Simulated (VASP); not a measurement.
Shape and ions are relaxed at each volume.

Energy against volume of TiO$_{2}$ (rutile). All values below come from PBE GGA with D3 dispersion (zero damping), VASP's PBE PAW potentials (set 64) (plane waves; VASP).

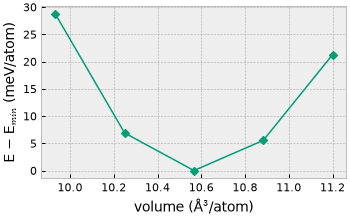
Energy against volume

Estimate the equilibrium volume and the bulk modulus.

The minimum lies near 10.6 Å³/atom, and the curvature gives B0 of about 210 GPa.

The compound is TiO2 in the rutile structure. It was relaxed first.
